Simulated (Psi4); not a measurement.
# One shape, several levels: CH3InO (In(CO)H3)

Wanted: a comparison of 4 runs (DSD-PBEP86/def2-SVP, HSE06/def2-SVP, TPSSh/def2-SVP, MP3/def2-SVP) of CH3InO (In(CO)H3). 

The calculation is run with Psi4 1.11.

## Step 1: The structure to begin with

The species is CH3InO (6 atoms), meant as a singlet with charge 0. As SMILES, `[H][In]([H])([H])<-[C-]#[O+]`. The In1–H5 distance was set to 2.550 Å, away from the relaxed value. At this shape a bond of the SMILES string is far longer than usual.

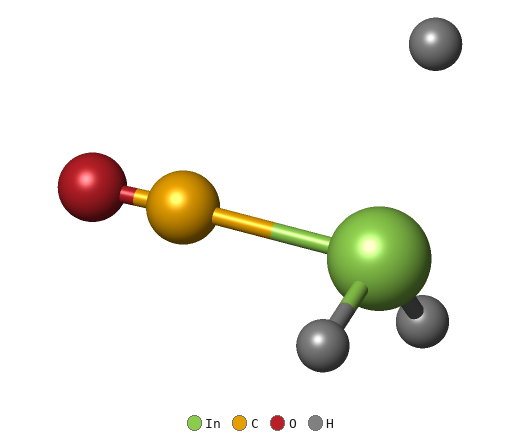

The structure, seen from a chosen angle (indium green, carbon amber, oxygen red, hydrogen grey).

## Step 2: A single-point energy at DSD-PBEP86/def2-SVP (core potential, density fitting for correlation) (run 1)

Contents of ch3ino.json:

```json
{
  "schema_name": "qcschema_input",
  "schema_version": 1,
  "molecule": {
    "schema_name": "qcschema_molecule",
    "schema_version": 2,
    "symbols": ["In", "C", "O", "H", "H", "H"],
    "geometry": [0.78082539, -1.38551129, -1.67731335, 0.82931576, -1.3509104, 2.93571599, 0.89288615, -1.39276784, 5.05084865, 3.98946696, -1.38260111, -1.88427615, -1.64228539, 2.7661811, -2.0265045, -0.81172241, -4.17383998, -1.81649168],
    "molecular_charge": 0,
    "molecular_multiplicity": 1,
    "fix_symmetry": "c1",
    "fix_com": true,
    "fix_orientation": true
  },
  "driver": "energy",
  "model": {
    "method": "dsd-pbep86",
    "basis": "def2-SVP"
  },
  "keywords": {
    "reference": "rks",
    "puream": true,
    "e_convergence": 1e-09,
    "d_convergence": 1e-08,
    "scf_type": "pk",
    "dft_radial_points": 99,
    "dft_spherical_points": 590,
    "num_frozen_docc": 6
  }
}
```

Launch:

```bash
psi4 --qcschema ch3ino.json -n 1 --memory 1600MB
```

stdout:

```text
[...]
    !!!  WARNING: ECP capability is in beta. Please check occupations closely.  !!!
[...]
  Running in c1 symmetry.
[...]
  Nuclear repulsion =   98.832088084002763
[...]
  Multiplicity = 1
[...]
  Nalpha       = 19
  Nbeta        = 19
[...]
    Number of basis functions: 69
[...]
   @RKS iter   1:  -304.12539472509724   -1.71237e+00   3.79044e-03 DIIS/ADIIS
[...]
   @RKS iter  11:  -304.15836814342691   -2.38742e-12   3.67696e-09 DIIS
[...]
    Orbital Energies [Eh]
    ---------------------
    Doubly Occupied:
       1A    -20.231992     2A    -11.060266     3A     -5.151805
       4A     -3.464005     5A     -3.456281     6A     -3.455100
       7A     -1.454146     8A     -0.960650     9A     -0.950425
      10A     -0.950096    11A     -0.948487    12A     -0.943660
      13A     -0.779632    14A     -0.649561    15A     -0.649551
      16A     -0.622542    17A     -0.470693    18A     -0.380074
      19A     -0.299283
[...]
  @RKS Final Energy:  -304.15836814342691
   => Energetics <=
    Nuclear Repulsion Energy =             98.8320880840027627
    One-Electron Energy =                -685.7992336615776594
    Two-Electron Energy =                 291.8962824611946871
    DFT Exchange-Correlation Energy =      -9.0875050270466673
    Empirical Dispersion Energy =           0.0000000000000000
    VV10 Nonlocal Energy =                  0.0000000000000000
    Total Energy =                       -304.1583681434269124
[...]
 Multipole Moments:
 ------------------------------------------------------------------------------------
     Multipole            Electronic (a.u.)      Nuclear  (a.u.)        Total (a.u.)
 ------------------------------------------------------------------------------------
 L = 1.  Multiply by 2.5417464519 to convert [e a0] to [Debye]
 Dipole X            :        -29.6050828           30.0517761            0.4466933
 Dipole Y            :         50.3870199          -51.1336022           -0.7465823
 Dipole Z            :        -16.2472616           17.0702325            0.8229708
 Magnitude           :                                                    1.1975813
[...]
```

The result, in JSON:

```text
{
 "driver": "energy",
 "model": {
  "method": "dsd-pbep86",
  "basis": "def2-SVP"
 },
 "success": true,
 "return_result": -304.3745861728281,
 "properties": {
  "calcinfo_nbasis": 69,
  "calcinfo_nmo": 69,
  "calcinfo_nalpha": 19,
  "calcinfo_nbeta": 19,
  "calcinfo_natom": 6,
  "nuclear_repulsion_energy": 98.83208808400276,
  "return_energy": -304.3745861728281,
  "scf_one_electron_energy": -685.7992336615777,
  "scf_two_electron_energy": 291.8962824611947,
  "scf_xc_energy": -9.087505027046667,
  "scf_dipole_moment": [0.4466933150812089, -0.7465822615843507, 0.822970823485587],
  "scf_total_energy": -304.1583681434269,
  "scf_iterations": 11
 }
}
```

It took 12 s on 1 thread of AMD EPYC 7R43 (Zen 3), shared host; peak memory 0.79 GiB.

## Step 3: Energy and gradient at HSE06/def2-SVP (core potential) (run 2)

Contents of ch3ino.inp:

```
memory 1600 MB

molecule {
  In     0.413195    -0.733181    -0.887596
  C      0.438855    -0.714871     1.553514
  O      0.472495    -0.737021     2.672794
  H      2.111135    -0.731641    -0.997116
  H     -0.869060     1.463800    -1.072380
  H     -0.429545    -2.208701    -0.961246
  units angstrom
  symmetry c1
}

set {
  basis                def2-SVP
  puream               true
  e_convergence        1e-09
  d_convergence        1e-08
  scf_type             pk
  dft_radial_points    99
  dft_spherical_points 590
}

e, wfn = gradient('hse06', return_wfn=True)
oeprop(wfn, 'MULLIKEN_CHARGES', 'MAYER_INDICES', 'DIPOLE', title='HSE06')
```

Launch:

```bash
psi4 -n 1 ch3ino.inp ch3ino.out
```

ch3ino.out, cut to the lines that bear on the results:

```text
[...]
  Running in c1 symmetry.
[...]
  Nuclear repulsion =   98.832088081197085
[...]
  Multiplicity = 1
[...]
  Nalpha       = 19
  Nbeta        = 19
[...]
    Number of basis functions: 69
[...]
   @RKS iter   1:  -304.86422131278232   -1.21643e+00   5.07498e-03 ADIIS/DIIS
[...]
   @RKS iter  11:  -304.93367780777459   -8.52651e-12   3.96588e-09 DIIS
[...]
  @RKS Final Energy:  -304.93367780777459
   => Energetics <=
    Nuclear Repulsion Energy =             98.8320880811970852
    One-Electron Energy =                -686.1891507014317995
    Two-Electron Energy =                 306.9684713132256775
    DFT Exchange-Correlation Energy =     -24.5450865007655210
    Empirical Dispersion Energy =           0.0000000000000000
    VV10 Nonlocal Energy =                  0.0000000000000000
    Total Energy =                       -304.9336778077745862
[...]
  -Total Gradient:
     Atom            X                  Y                   Z
    ------   -----------------  -----------------  -----------------
       1        0.021999530676    -0.037782356425     0.006460001673
       2        0.000477081034    -0.000714680761     0.005547324961
       3        0.000167728749    -0.000574195565    -0.010866813856
       4       -0.007687483116    -0.004838484930     0.001577866479
       5       -0.023068449860     0.039475981189    -0.004097727112
       6        0.008101092513     0.004451907542     0.001375068276
[...]
 Multipole Moments:
 ------------------------------------------------------------------------------------
     Multipole            Electronic (a.u.)      Nuclear  (a.u.)        Total (a.u.)
 ------------------------------------------------------------------------------------
 L = 1.  Multiply by 2.5417464519 to convert [e a0] to [Debye]
 Dipole X            :          0.4086831           -0.0260810            0.3826021
 Dipole Y            :         -1.7151283            1.0793472           -0.6357811
 Dipole Z            :        -37.7205687           38.5504749            0.8299063
 Magnitude           :                                                    1.1132594
[...]
  Mulliken Charges: (a.u.)
   Center  Symbol    Alpha    Beta     Spin     Total
       1    IN    10.38400 10.38400  0.00000  0.23200
       2     C     2.95377  2.95377  0.00000  0.09247
       3     O     3.98126  3.98126  0.00000  0.03748
[...]
```

Run time: 32 s. Hardware: 1 thread of AMD EPYC 7R43 (Zen 3), shared host; peak memory 0.81 GiB.

Run 3 isn't shown in full; the table further down has it.

## Step 4: The energy at MP3/def2-SVP (core potential) (run 4)

Contents of ch3ino.xyz:

```xyz
6
CH3InO
In     0.413195    -0.733181    -0.887596
C      0.438855    -0.714871     1.553514
O      0.472495    -0.737021     2.672794
H      2.111135    -0.731641    -0.997116
H     -0.869060     1.463800    -1.072380
H     -0.429545    -2.208701    -0.961246
```

Contents of calc.py:

```python
import psi4

psi4.set_memory(1600000000)
psi4.set_num_threads(1)
psi4.set_output_file('output.dat', False)

with open('ch3ino.xyz') as f:
    atoms = ''.join(f.readlines()[2:])
mol = psi4.geometry('0 1\n' + atoms + 'symmetry c1')

psi4.set_options({
    'basis': 'def2-SVP',
    'reference': 'rhf',
    'puream': True,
    'e_convergence': 1e-09,
    'd_convergence': 1e-08,
    'scf_type': 'pk',
    'num_frozen_docc': 6,
    'mp_type': 'conv',
})

result = psi4.energy("mp3", molecule=mol)
print('E =', round(result, 9))
```

Launch:

```bash
python calc.py
```

output.dat:

```text
[...]
    !!!  WARNING: ECP capability is in beta. Please check occupations closely.  !!!
[...]
  Running in c1 symmetry.
[...]
  Nuclear repulsion =   98.832088081197085
[...]
  Multiplicity = 1
[...]
  Nalpha       = 19
  Nbeta        = 19
[...]
    Number of basis functions: 69
[...]
   @RHF iter   1:  -303.44820997430890   -1.93291e+00   3.90483e-03 ADIIS/DIIS
[...]
   @RHF iter  11:  -303.48730873833904   -5.34328e-12   7.13019e-09 DIIS
[...]
    Orbital Energies [Eh]
    ---------------------
    Doubly Occupied:
       1A    -20.730083     2A    -11.436429     3A     -5.402202
       4A     -3.662733     5A     -3.655326     6A     -3.654394
       7A     -1.572853     8A     -1.054110     9A     -1.043374
      10A     -1.042536    11A     -1.040992    12A     -1.036052
      13A     -0.855539    14A     -0.702878    15A     -0.702855
      16A     -0.682676    17A     -0.513030    18A     -0.419187
      19A     -0.327333
[...]
  @RHF Final Energy:  -303.48730873833904
   => Energetics <=
    Nuclear Repulsion Energy =             98.8320880811970852
    One-Electron Energy =                -685.5696282357754399
    Two-Electron Energy =                 283.2502314162393304
    Total Energy =                       -303.4873087383390384
[...]
 Multipole Moments:
 ------------------------------------------------------------------------------------
     Multipole            Electronic (a.u.)      Nuclear  (a.u.)        Total (a.u.)
 ------------------------------------------------------------------------------------
 L = 1.  Multiply by 2.5417464519 to convert [e a0] to [Debye]
 Dipole X            :          0.5098453           -0.0260810            0.4837643
 Dipole Y            :         -1.8907141            1.0793472           -0.8113669
 Dipole Z            :        -37.7595529           38.5504749            0.7909221
 Magnitude           :                                                    1.2320316
[...]
	SCS-MP2 Total Energy (a.u.)        :  -303.88315071051829
	SOS-MP2 Total Energy (a.u.)        :  -303.88195243800857
[...]
	SOS-PI-MP2 Total Energy (a.u.)     :  -303.91230964567541
[...]
	MP2 Total Energy (a.u.)            :  -303.88554725553780
[...]
	SCS-MP3 Total Energy (a.u.)        :  -303.88690057291802
[...]
	MP3 Total Energy (a.u.)            :  -303.90054670513666
[...]
```

Standard output:

```text
E = -303.900546705
```

Run time: 6.3 s. Hardware: 1 thread of AMD EPYC 7R43 (Zen 3), shared host; peak memory 0.34 GiB.

## Step 5: All runs side by side

| run | level | task | fitting correlation | energy (Eh) | HOMO energy (eV) | LUMO energy (eV) | HOMO–LUMO gap (eV) | wall time |
| --- | --- | --- | --- | --- | --- | --- | --- | --- |
| 1 | DSD-PBEP86/def2-SVP (core potential, density fitting for correlation) | energy | density fitting | -304.374586 | -8.14 | -0.04 | 8.10 | 12 s |
| 2 | HSE06/def2-SVP (core potential) | gradient | – | -304.933678 | -6.31 | -2.64 | 3.67 | 32 s |
| 3 | TPSSh/def2-SVP (core potential) | gradient | – | -304.995925 | -6.26 | -2.76 | 3.49 | 29 s |
| 4 | MP3/def2-SVP (core potential) | energy | none | -303.900547 | -8.91 | 1.30 | 10.21 | 6.3 s |

## Step 6: Results

| quantity | value |
| --- | --- |
| run 4: total energy | -303.90055 Eh |
| run 4: HOMO energy (Hartree–Fock orbitals) | -8.91 eV |
| run 4: LUMO energy (Hartree–Fock orbitals) | 1.30 eV |
| run 4: HOMO–LUMO gap (Hartree–Fock orbitals) | 10.21 eV |
| run 4: correlation energy (6 core orbitals frozen) | -413.2 mEh |

What this shows: Over runs 1, 2, 3 the HOMO–LUMO gap runs from 3.49 eV (TPSSh/def2-SVP) to 8.10 eV (DSD-PBEP86/def2-SVP). A double hybrid's value is that of its SCF part. Totals of different functionals can't be ranked against each other. All runs together took 80 s, the longest 32 s.
